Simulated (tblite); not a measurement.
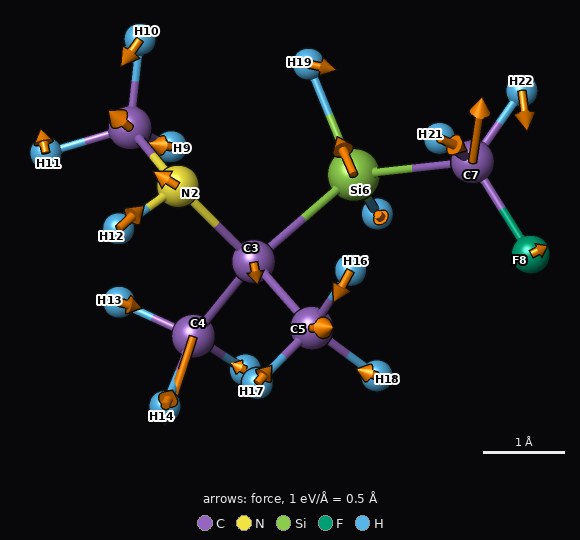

Starting geometry of C5H14FNSi with the computed forces as orange arrows. The picture is a ball-and-stick view, seen at a tilt.

Method: GFN2-xTB geometry optimisation, gas phase in tblite. 

**What follows when this structure is relaxed?**

It isn't relaxed: the largest force vector, on a C atom, is 2.36 eV/Å. The final displacements have little in common with the starting forces (cosine between the two patterns 0.11). The largest move after the best rigid fit is that of an H atom, 1.64 Å. By element the largest moves are H 1.64 Å, F 1.26 Å, C 0.69 Å, Si 0.52 Å, N 0.32 Å. Near-neighbour distances that change, for instance: C–Si 2.855 → 3.305 Å, C–Si 1.850 → 1.916 Å, C–Si 1.876 → 1.924 Å, C–H 1.130 → 1.092 Å. Among the angles between lasting bonds that change: C–N–C 105.8° → 117.3°, F–C–H 113.6° → 106.1°, N–C–H 107.4° → 114.5°. Groups turn about C–Si by about 55°, C–N by about 50°, C–C by about 30°. Over 178 geometry steps the energy falls by 26.4 kcal/mol. The run took 1.4 s on 1 thread of Arm Neoverse V1, on a shared host.
